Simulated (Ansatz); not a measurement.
One crystal and one scan (scan of one atom of the cell) at two levels, PBE (plane waves to 420 eV, PAW, scalar-relativistic; Ansatz, an electronic-structure program) and PBEsol (plane waves to 420 eV, PAW, scalar-relativistic; Ansatz), each from its own relaxed cell and on its own mesh. The cell shown is that of PBE.

SnO2 (rutile)

```xyz
6
Lattice="4.8276 0.0000 0.0000 0.0000 4.8276 0.0000 0.0000 0.0000 3.2382" Properties=species:S:1:pos:R:3 pbc="T T T"
Sn     0.0000     0.0000     0.0000
Sn     2.4138     2.4138     1.6191
O      1.4800     1.4800     0.0000
O      3.8938     0.9338     1.6191
O      0.9338     3.8938     1.6191
O      3.3475     3.3475     0.0000
```

In each cell atom 5 (O, nearest neighbour Sn at 2.089 Å; its periodic images, 3.2 Å or more away, move with it) moves by s·(1.000, 0.000, 0.000) (along Cartesian x), the rest being held.

E stands for the smeared free energy. SnO2 was relaxed with its symmetry unable to fall. Percentages come from the unrounded values.

```csv
quantity,PBE,PBEsol,PBE − PBEsol
Lattice constant a (Å),4.828,4.769,+0.059 (+1.2 %)
Lattice constant c (Å),3.238,3.212,+0.026 (+0.8 %)
Relaxed volume (Å³/atom),12.58,12.18,+0.40 (+3.3 %)
"Band gap of the relaxed cell, no spin-orbit coupling (eV)",0.68,0.92,-0.24 (-26 %)
Force constant k = d²E/ds² at s = 0 (finite differences) (eV/Å²),11.81,12.74,-0.93 (-7.3 %)
```

PBE gives the higher value for: lattice constant a; lattice constant c; relaxed volume. PBE gives the lower value for: band gap of the relaxed cell, no spin-orbit coupling; force constant k = d²E/ds² at s = 0. Both give the same shape of the curve: a single well with its minimum at or next to zero displacement. Neither level is exact: the differences show how much the result hangs on the functional.

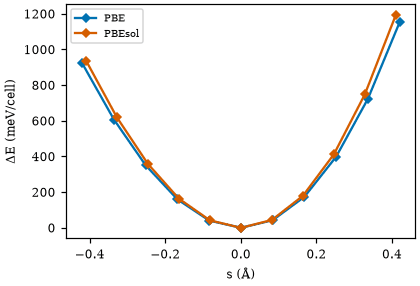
Figure: ΔE, each from the undisplaced structure of its own level.

(For displaced atoms, the force is minus the slope of the energy, and its curvature is a force constant, which sets phonon frequencies.)
